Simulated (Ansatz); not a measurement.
The figure comes from a scan of TiTe2 (CdI2 type): the upper layer of a bilayer slides by s times a lattice vector of 6.55 Å, atoms relaxing along the normal only, γ being the energy change per area. These are r2SCAN+rVV10 (plane waves to 500 eV, PAW, scalar-relativistic; Ansatz, an electronic-structure program) values and carry that method's errors. k mesh 14×14×1 (Γ-centred), Fermi-Dirac smearing 0.05 eV. E is the zero-smearing estimate. Spin-orbit coupling is left out, though Te is heavy. TiTe2 is run without spin polarisation. TiTe2 was relaxed with its symmetry unable to fall. The zero of γ is zero shift.

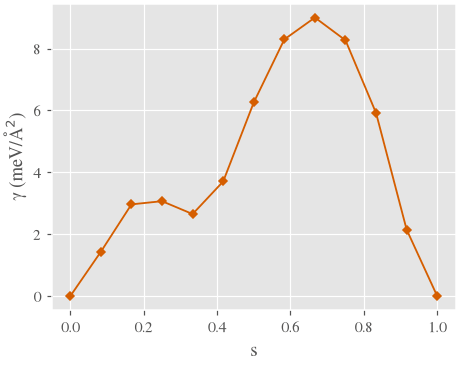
*γ (meV/Å²) against s; one marker a computed point (the last repeats the first, one period on).*

Question: List the plotted points as numbers.

Answer: To the nearest 0.2:

```
s      γ (meV/Å²)
-----  ----------
0.000         0.0
0.083         1.4
0.167         3.0
0.250         3.0
0.333         2.6
0.417         3.8
0.500         6.2
0.583         8.2
0.667         9.0
0.750         8.2
0.833         6.0
0.917         2.2
```

(The slope of γ gives the shear force per area between the displaced halves; near zero shift its curvature is an elastic stiffness.)
